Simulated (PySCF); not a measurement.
```xyz
2

P     0.0000    0.0000   -0.9845
P     0.0000    0.0000    0.9845
```

Method: PBE0/def2-TZVPPD, non-relativistic Hamiltonian with scalar-relativistic core potentials where named, at a bond length of 1.969 Å (PySCF).

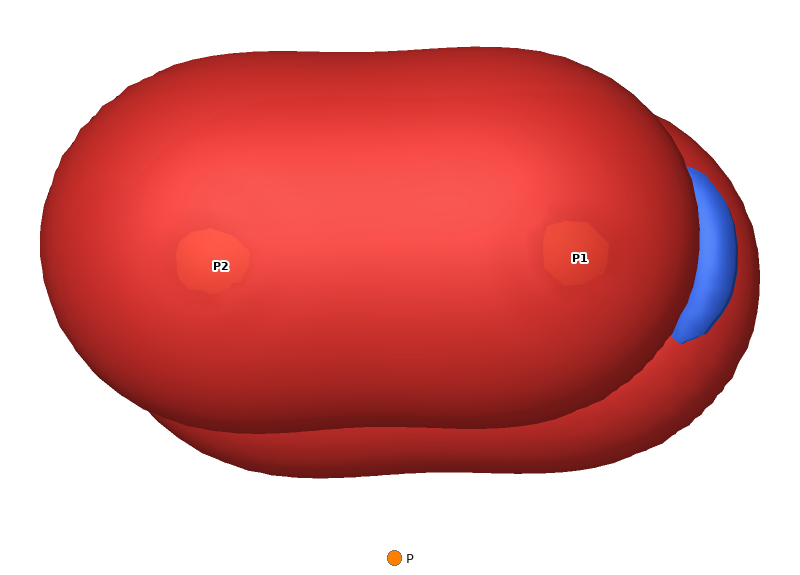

P$_{2}$ (charge +1, doublet). Isosurfaces of the spin density (α minus β) at +0.02 (red) and −0.02 e/Å³ (blue), seen from one side.

Question: Where is the unpaired spin?

Answer: The unpaired spin (1 electron) lies mostly on P1 (about 0.5) and P2 (about 0.5), in electrons by Hirshfeld's partition.
